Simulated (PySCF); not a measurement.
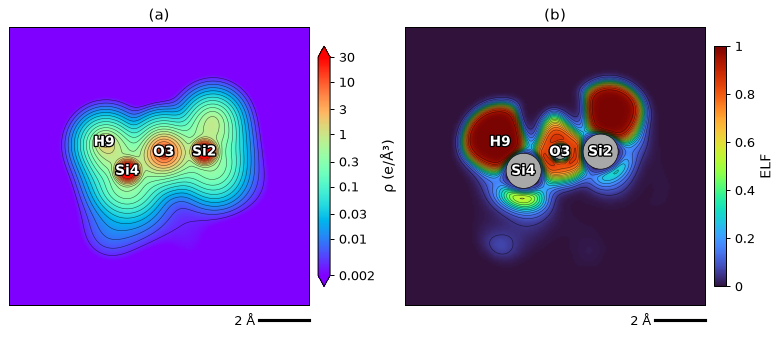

Figure. FH$_{9}$OSi$_{5}$. (a) total electron density; (b) ELF on the plane of atoms O3, Si4 and H9. Grey discs cover the atomic cores in the ELF map.

Geometry: GFN2-xTB.

All numbers below come from PySCF 2.14.0, PBE0/pcSseg-1, SCF density, gas phase, non-relativistic.

Input

```
{"job": {"kind": "nmr", "xc": "PBE0", "basis": "pcSseg-1"}, "charge": 0, "multiplicity": 1}
F     -1.987445    -0.520492    -2.127585
Si    -2.056487     0.145215    -0.652947
O     -0.958937     1.336407    -0.681322
Si     0.543019     1.937922    -0.909519
Si     1.946198     0.602373     0.356006
Si     1.056269    -1.519342     0.804319
Si    -1.285995    -1.431249     0.831845
H     -3.332213     0.843586    -0.675292
H      0.371430     3.336570    -0.508838
H      0.789695     1.901191    -2.354493
H      2.255805     1.265817     1.638087
H      3.270115     0.514379    -0.284939
H      1.494643    -2.470329    -0.235344
H      1.591699    -2.122584     2.039093
H     -1.939240    -2.724135     0.565241
H     -1.766153    -1.086383     2.184278
```

Command:

```sh
OMP_NUM_THREADS=1 python probes_run.py task.json out
```

What do the fields say about this system?

Answer.
- The section cuts through Si, O and H sites.
- Si–O (1.62 Å): ρ at the midpoint is about 1.1 e/Å³; the ELF peaks at about 0.85 between the atoms (a short, strongly polar bond).
- Si–H (1.46 Å): ρ is about 0.82 e/Å³ halfway; the ELF climbs to about 1 towards the hydrogen, as it does in any bond to H.
- The ELF also peaks beside O3, away from the bonds: lone-pair regions.
